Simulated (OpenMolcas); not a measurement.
# One shape, several levels: C2H2Cl2Sn (SMILES C#[C][SnH]([Cl])[Cl])

Aim: a comparison of 5 runs (B3LYP/def2-SVP, M06-L/def2-SVP, SVWN5/def2-SVP, TPSS/def2-SVP, r2SCAN/def2-SVP) of C2H2Cl2Sn. 

Program for the calculation: OpenMolcas 26.06.

### 1 Starting point

The species is C2H2Cl2Sn (7 atoms), meant as a singlet with charge 0. SMILES: `C#[C][SnH]([Cl])[Cl]`. The shape is that of a PBE0-D4/def2-TZVP optimisation.

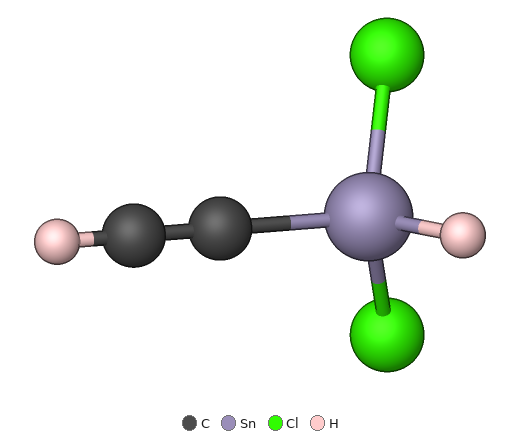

The structure, seen from a chosen angle (carbon dark grey, tin purple, chlorine green, hydrogen pink).

### 2 Energy and forces at B3LYP/def2-SVP (core potential) (run 1)

Input file mol.xyz:

```xyz
7

C     -1.668000     1.349700     0.386500
C     -0.744900     0.592400     0.224500
Sn     0.833800    -0.704500    -0.025300
Cl     0.163900    -2.365900    -1.482000
Cl     2.540200     0.448400    -1.069500
H     -2.485300     2.020900     0.525300
H      1.421600    -1.409000     1.394900
```

Input file mol.inp:

```
* C2H2Cl2Sn Kohn-Sham DFT
&GATEWAY
BasLib=$CurrDir
Coord=mol.xyz
Basis=def2-SVP
Group=NoSym
&SEWARD
GridInput
Grid=UltraFine
End of Grid
&SCF
KSDFT=B3LYP
Thresholds=1e-10 1e-07 1e-07 1e-05
PrOrbitals=1
&ALASKA
```

The basis set def2-SVP is read from a file made from the Basis Set Exchange's data (not shown).

Launch:

```console
export MOLCAS_MEM=1860
pymolcas mol.inp > mol.log
```

The log of the run:

```text
--- Start Module: gateway ---
[...]
--- Stop Module: gateway /rc=_RC_ALL_IS_WELL_ ---
[...]
      Basis functions          100
[...]
--- Start Module: scf ---
[...]
       Convergence after  17 Iterations
[...]
::    Total KS-DFT energy                           -1211.8642345357
[...]
      Total spin, S                                     0.0000000000
[...]
      Total electronic charge=   70.000000
      Total            charge=   -0.000000
[...]
      Dipole Moment (debye):
      Origin of the operator (angstrom)=    0.7621   -0.5911   -0.3845
                   X= -1.2056E+00               Y=  6.9709E-01               Z=  2.1959E+00           Total=  2.6002E+00
      Quadrupole Moment (debye*angstrom):
[...]
--- Stop Module: scf /rc=_RC_ALL_IS_WELL_ ---
[...]
--- Start Module: alaska ---
[...]
 *              Molecular gradients               *
 **************************************************
  Irreducible representation: a
 ------------------------------------------------------------------------------------------
                              X                       Y                       Z
 ------------------------------------------------------------------------------------------
  C1                1.38046669869656E-02   -1.13153871211491E-02   -2.45985942317972E-03
  C2               -1.20102633781700E-02    9.93160173558838E-03    1.53865987410784E-03
  SN3               7.84089083925396E-04    8.05571677619632E-04   -1.01412360713020E-02
  CL4               4.55226886511007E-03    1.12264774530217E-02    9.24455941537872E-03
  CL5              -1.14260537541391E-02   -7.69988655482479E-03    6.45910138121231E-03
  H6                5.45338784616245E-03   -4.47584904501719E-03   -9.00078383981873E-04
  H7               -1.15809564958935E-03    1.52747185479063E-03   -3.74114679247217E-03
 ------------------------------------------------------------------------------------------
--- Stop Module: alaska /rc=_RC_ALL_IS_WELL_ ---
[...]
```

It took 48 s on 1 thread of Intel Xeon Platinum 8259CL at 2.50GHz (Skylake/Cascade Lake), shared host; peak memory 0.56 GiB.

### 3 Energy and forces at M06-L/def2-SVP (core potential) (run 2)

Input file calc.input:

```
* C2H2Cl2Sn Kohn-Sham DFT

&GATEWAY
 BasLib
 $CurrDir
 BasisSet
 C.def2-SVP....
 C1 -1.668000 1.349700 0.386500 angstrom
 C2 -0.744900 0.592400 0.224500 angstrom
 End of Basis
 BasisSet
 Sn.def2-SVP....
 Sn3 0.833800 -0.704500 -0.025300 angstrom
 End of Basis
 BasisSet
 Cl.def2-SVP....
 Cl4 0.163900 -2.365900 -1.482000 angstrom
 Cl5 2.540200 0.448400 -1.069500 angstrom
 End of Basis
 BasisSet
 H.def2-SVP....
 H6 -2.485300 2.020900 0.525300 angstrom
 H7 1.421600 -1.409000 1.394900 angstrom
 End of Basis

&SEWARD
 GridInput
 Grid=UltraFine
 End of Grid

&SCF
 KSDFT
 M06L
 Thresholds
 1e-10 1e-07 1e-07 1e-05
 PrOrbitals
 1 2

&ALASKA
```

The basis set def2-SVP is read from a file made from the Basis Set Exchange's data (not shown).

Launch:

```console
export MOLCAS_MEM=1860
pymolcas calc.input > calc.log
```

The log of the run:

```text
--- Start Module: gateway ---
[...]
--- Stop Module: gateway /rc=_RC_ALL_IS_WELL_ ---
[...]
      Basis functions          100
[...]
--- Start Module: scf ---
[...]
       Convergence after  17 Iterations
[...]
::    Total KS-DFT energy                           -1211.9275128169
[...]
      Total spin, S                                     0.0000000000
[...]
      Total electronic charge=   70.000000
      Total            charge=   -0.000000
[...]
      Dipole Moment (debye):
      Origin of the operator (angstrom)=    0.7621   -0.5911   -0.3845
                   X= -1.3021E+00               Y=  7.3692E-01               Z=  2.4800E+00           Total=  2.8963E+00
      Quadrupole Moment (debye*angstrom):
[...]
--- Stop Module: scf /rc=_RC_ALL_IS_WELL_ ---
[...]
--- Start Module: alaska ---
[...]
 *              Molecular gradients               *
 **************************************************
  Irreducible representation: a
 ------------------------------------------------------------------------------------------
                              X                       Y                       Z
 ------------------------------------------------------------------------------------------
  C1                1.84344071661826E-02   -1.51393682883345E-02   -3.24749500918164E-03
  C2               -1.49374822608175E-02    1.22617908781824E-02    2.50008857267225E-03
  SN3              -3.19867800110771E-04    1.69459945083794E-03   -9.79600960631188E-03
  CL4               4.00707520294219E-03    1.01019256104671E-02    8.56194237659125E-03
  CL5              -1.02836596369791E-02   -6.89515637886373E-03    6.04610762436231E-03
  H6                4.46087725238797E-03   -3.66112709772581E-03   -7.45800215730674E-04
  H7               -1.36134992358894E-03    1.63733582540226E-03   -3.31883374233843E-03
 ------------------------------------------------------------------------------------------
--- Stop Module: alaska /rc=_RC_ALL_IS_WELL_ ---
[...]
```

It took 57 s on 1 thread of Intel Xeon Platinum 8259CL at 2.50GHz (Skylake/Cascade Lake), shared host; peak memory 0.56 GiB.

Runs 3 to 4 aren't shown in full; the table further down has their settings and results.

### 4 Energy and gradient at r2SCAN/def2-SVP (core potential) (run 5)

Input file run.inp:

```
>>> EXPORT MOLCAS_PRINT=2
&GATEWAY
BasLib=$CurrDir
Coord
7
bohr
C     -3.15206318     2.55056335     0.73037915
C     -1.40765699     1.11947376     0.42424351
Sn     1.57565364    -1.33131205    -0.04781007
Cl     0.30972611    -4.47090304    -2.80057412
Cl     4.80028230     0.84735319    -2.02106209
H     -4.69653634     3.81894753     0.99267313
H      2.68643466    -2.66262411     2.63597897
Basis=def2-SVP
Group=NoSym
&SEWARD
GridInput
Grid=UltraFine
End of Grid
&SCF
KSDFT=2
1.0 MGGA_X_R2SCAN
1.0 MGGA_C_R2SCAN
Thresholds=1e-10 1e-07 1e-07 1e-05
PrOrbitals=1 2
&ALASKA
```

The basis set def2-SVP is read from a file made from the Basis Set Exchange's data (not shown).

Launch:

```console
export MOLCAS_MEM=1860
pymolcas run.inp > run.log
```

The log of the run:

```text
--- Start Module: gateway ---
[...]
--- Stop Module: gateway /rc=_RC_ALL_IS_WELL_ ---
[...]
      Basis functions          100
[...]
--- Start Module: scf ---
[...]
       Convergence after  17 Iterations
[...]
::    Total KS-DFT energy                           -1211.7415258304
[...]
      Total spin, S                                     0.0000000000
[...]
      Total electronic charge=   70.000000
      Total            charge=   -0.000000
[...]
      Dipole Moment (debye):
      Origin of the operator (angstrom)=    0.7621   -0.5911   -0.3845
                   X= -1.2815E+00               Y=  7.4235E-01               Z=  2.3254E+00           Total=  2.7570E+00
      Quadrupole Moment (debye*angstrom):
[...]
--- Stop Module: scf /rc=_RC_ALL_IS_WELL_ ---
[...]
--- Start Module: alaska ---
[...]
 *              Molecular gradients               *
 **************************************************
  Irreducible representation: a
 ------------------------------------------------------------------------------------------
                              X                       Y                       Z
 ------------------------------------------------------------------------------------------
  C1                1.84382626279831E-02   -1.51200256603552E-02   -3.27015066531944E-03
  C2               -1.97866973310481E-02    1.62456618466438E-02    3.33428182861706E-03
  SN3               1.05443059818468E-03    3.68348526494255E-04   -8.73705593020446E-03
  CL4               3.28018865493895E-03    7.98542032947580E-03    6.86038878431106E-03
  CL5              -8.15217748302643E-03   -5.56185105185136E-03    4.86145301156427E-03
  H6                5.87118870899328E-03   -4.81890577144073E-03   -9.70189731035576E-04
  H7               -7.05195776114387E-04    9.01351781027682E-04   -2.07872729788505E-03
 ------------------------------------------------------------------------------------------
--- Stop Module: alaska /rc=_RC_ALL_IS_WELL_ ---
[...]
```

Run time: 61 s. Hardware: 1 thread of Intel Xeon Platinum 8259CL at 2.50GHz (Skylake/Cascade Lake), shared host; peak memory 0.56 GiB.

### 5 All runs side by side

```csv
run,level,energy (Eh),dipole moment (D),HOMO energy (eV),LUMO energy (eV),wall time
1,B3LYP/def2-SVP (core potential),-1211.864235,2.60,-8.44,-1.50,48 s
2,M06-L/def2-SVP (core potential),-1211.927513,2.90,-7.78,-1.89,57 s
3,SVWN5/def2-SVP (core potential),-1207.744501,2.50,-7.54,-2.42,35 s
4,TPSS/def2-SVP (core potential),-1211.740815,2.64,-7.53,-2.12,61 s
5,r2SCAN/def2-SVP (core potential),-1211.741526,2.76,-7.81,-2.04,61 s
```

### 6 Results

```
                       quantity           value
            run 5: total energy  -1211.74153 Eh
           run 5: dipole moment          2.76 D
             run 5: HOMO energy        -7.81 eV
             run 5: LUMO energy        -2.04 eV
           run 5: HOMO–LUMO gap         5.76 eV
run 5: largest force on an atom      1.328 eV/Å
```

In words: The dipole moment (its size) runs from 2.50 D (SVWN5/def2-SVP) to 2.90 D (M06-L/def2-SVP). The HOMO–LUMO gap runs from 5.11 eV (SVWN5/def2-SVP) to 6.94 eV (B3LYP/def2-SVP). Totals of different functionals can't be ranked against each other. All runs together took 4.4 min, the longest 61 s.
